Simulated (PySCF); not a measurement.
## Electronic structure of C5H2F6 (SMILES FC(F)(F)C#CCC(F)(F)F) in real space

```csv
atom,x (Å),y (Å),z (Å)
F,2.6656,1.1347,1.5570
C,2.5973,0.2182,0.5780
F,3.3364,-0.8374,0.9912
F,3.2073,0.7122,-0.4489
C,1.3313,-0.2512,0.0342
C,0.1868,-0.4482,-0.2649
C,-1.1441,-0.6297,-0.6162
C,-2.1204,0.5186,-0.1950
F,-1.9302,1.3938,-1.1791
F,-3.4261,0.0710,-0.2975
F,-1.9728,0.9000,1.0287
H,-1.2520,-0.3889,-1.6673
H,-1.5960,-1.4147,-0.0880
```

Geometry: GFN2-xTB, MD frame at 250 fs, 600 K.

The calculation used PySCF 2.14.0, PBE0/pcSseg-1, SCF density, gas phase, non-relativistic.

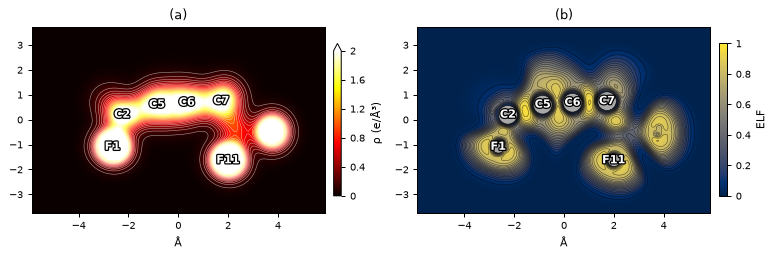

Figure 1. (a) total electron density; (b) electron localisation function on the plane of atoms F1, C2 and C5. Grey discs cover the atomic cores in the ELF map.

**What does the map show?**

Atoms in the plane: F and C.
C–C (1.20 Å): ρ at the midpoint is about 2.7 e/Å³; the ELF peaks at about 0.85 between the atoms: a multiple bond.
C–F (1.34 Å): the density is about 2.4 e/Å³ at the midpoint; the ELF peaks at about 0.85 between the atoms (a shared but strongly polarised pair).
C–C (1.39 Å): ρ at the midpoint is about 2 e/Å³; the ELF peaks at about 0.95 between the atoms, as expected for a covalent bond.
The ELF also peaks beside F11, F1 and F10, away from the bonds: lone-pair regions.

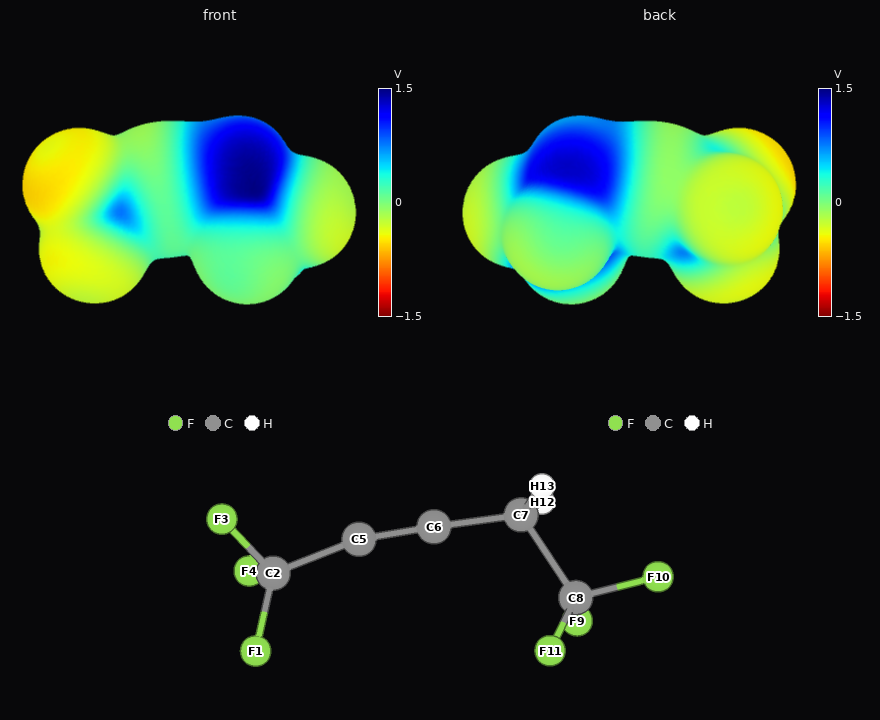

Figure 2. The electrostatic potential painted on the density surface at 0.001 e/bohr³, seen from the front and from behind; the colour scale runs from red (negative) to blue (positive). The bare structure is drawn below in the same view.

**Describe the electrostatic potential map.**

The most negative region (about −0.6 V, or −14 kcal/mol for a unit charge) lies over F3, the most positive (about +1.5 V, or +35 kcal/mol for a unit charge) over C8 and H13.
